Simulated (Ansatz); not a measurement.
Band structure of Cu2Te (P6/mmm, 6 atoms in the cell).

```yaml
crystal:
  lattice:
    - [4.37244, 0.00000, 0.00000]
    - [-2.18622, 3.78665, 0.00000]
    - [0.00000, 0.00000, 8.65900]
  atoms:
    - { symbol: Cu, position: [0.66667, 0.33333, 0.15195] }
    - { symbol: Cu, position: [0.33333, 0.66667, 0.84805] }
    - { symbol: Cu, position: [0.33333, 0.66667, 0.15195] }
    - { symbol: Cu, position: [0.66667, 0.33333, 0.84805] }
    - { symbol: Te, position: [0.00000, 0.00000, 0.26619] }
    - { symbol: Te, position: [0.00000, 0.00000, 0.73381] }
```

Level of theory: PBEsol, PAW files made with PBE (plane waves; Ansatz, a quantum-chemistry and plane-wave program).

Settings: kpoints.mp_grid.grid = 7 7 3; hamiltonian.xc = pbesol; hamiltonian.pseudopotentials = {kind: paw} (an earlier, softer set of the program's PAW files); scf.occupations.method = gaussian; scf.occupations.width = 0.136 eV; kpoints.band_path.npoints = 8.

The starting cell comes from a database of computed structures (which also holds hypothetical and non-ambient phases and stackings), without a prior relaxation at this level. Its lattice was rescaled by a random factor within 2.5 % of one. Spin-orbit coupling is off. Spin polarisation is off. The run gives no clean gap (levels at the Fermi energy touch, overlap or are partly filled at this smearing), which alone does not show that the compound is a metal.

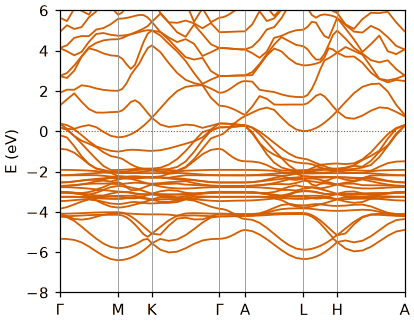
Bands along the path, energies from the Fermi level.

Levels in eV from the Fermi level, bands 51 to 58:
```json
[
 {"point": "Γ", "51": "-0.20", "52": "0.19", "53": "0.19", "54": "0.38", "55": "0.38", "56": "1.27", "57": "1.91", "58": "2.74"},
 {"point": "M", "51": "-2.03", "52": "-1.92", "53": "-1.31", "54": "-1.01", "55": "-0.30", "56": "0.96", "57": "2.01", "58": "3.73"},
 {"point": "K", "51": "-1.95", "52": "-1.90", "53": "-1.85", "54": "-0.97", "55": "0.67", "56": "0.67", "57": "4.26", "58": "5.00"},
 {"point": "A", "51": "0.27", "52": "0.27", "53": "0.31", "54": "0.31", "55": "0.74", "56": "0.82", "57": "2.49", "58": "2.77"},
 {"point": "L", "51": "-2.03", "52": "-1.93", "53": "-1.59", "54": "-1.36", "55": "0.00", "56": "1.32", "57": "1.69", "58": "3.27"},
 {"point": "H", "51": "-1.94", "52": "-1.90", "53": "-1.85", "54": "-1.60", "55": "1.00", "56": "1.00", "57": "3.90", "58": "3.90"}
]
```

Bands cross the Fermi level along this path, so the cell is metallic at this level.

Keys are those of Ansatz 0.2.
